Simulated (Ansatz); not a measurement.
## Loss of H2: C2H2F4 → C2F4 + H2

Species: C2H2F4 (1,1,2,2-tetrafluoroethane) `FC(F)C(F)F`, singlet; C2F4 (tetrafluoroethylene) `FC(F)=C(F)F`, singlet; H2 (hydrogen), singlet. 

Shapes, held fixed at every level: PBE0-D4/def2-TZVP. Flexible molecules stand in one conformer, not always the lowest. Programs: Ansatz 0.2.0. The zero-point and thermal change to 298 K, harmonic and unscaled (PBE0-D4/def2-TZVP), is -29.3 kJ/mol.

```
                level                    kind  ΔH(298 K) (kJ/mol)  less CCSD(T)/CBS estimate
          HF/def2-SVP            Hartree–Fock              +236.6                      +30.0
        HF/def2-TZVPP            Hartree–Fock              +221.9                      +15.3
  BHLYP-D4/def2-TZVPP           global hybrid              +214.3                       +7.7
r2SCAN0-D4/def2-TZVPP           global hybrid              +210.6                       +4.0
   wB97M-V/def2-TZVPP  range-separated hybrid              +201.8                       -4.8
     CCSD(T)/def2-SVP   coupled cluster or CI              +205.4                       -1.2
        CCSD/def2-SVP   coupled cluster or CI              +212.4                       +5.8
 CCSD(T)/CBS estimate   coupled cluster or CI              +206.6                        0.0
```

The highest level, CCSD(T)/CBS estimate, gives ΔH(298 K) = +206.6 kJ/mol; the levels span +201.8 to +236.6. The column of differences is taken from that level and isn't an error. No measured value is set beside it here. The CBS estimate extrapolates MP2 from def2-TZVPP and def2-QZVPP and adds CCSD(T) − MP2 in the triple-zeta set, cores frozen; for H2 it overshoots the exact energy by about 1 mEh.

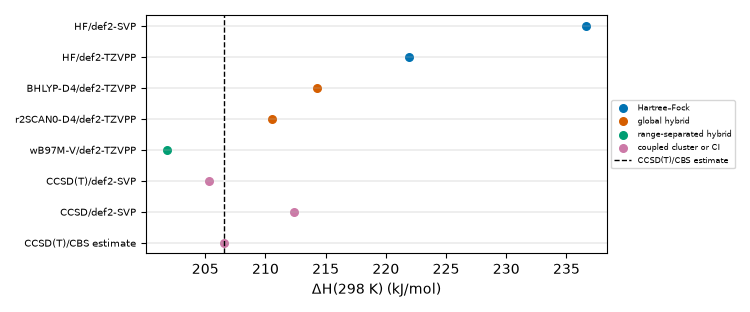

The values of the table, level by level.
